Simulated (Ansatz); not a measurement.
# A computed series for PbS: pressure series

The parent structure is PbS in the rock salt structure (space group Fm-3m, No. 225; a = 5.9747 Å).

Cell and atoms are relaxed at each pressure.

Computed with r2SCAN, PAW, 500 eV (Ansatz, an electronic-structure program; no spin-orbit coupling).

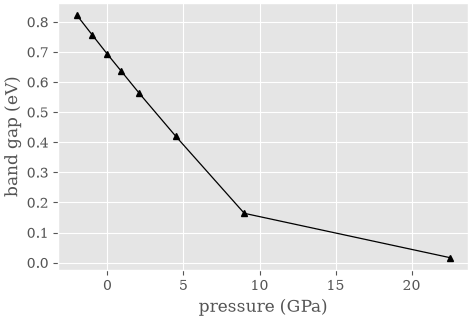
Figure: Band gap against pressure

```csv
pressure (GPa),band gap
-2,0.82 eV
-1,0.76 eV
0.9,0.64 eV
2.1,0.56 eV
4.5,0.42 eV
9,0.16 eV
22.5,zero
```

Spin-orbit coupling, missing from the scalar runs, can matter with Pb. Load acts through the strain it causes; cell and atoms are relaxed under it. Stability against distortions was not tested. Competing high-pressure phases were not computed. All final runs are without spin polarisation. Gaps under 0.05 eV, about the width of the smearing, are given as zero. A zero or small gap of PbS under pressure 9 GPa and PbS under pressure 22.5 GPa can be the functional's error rather than a property of the material.
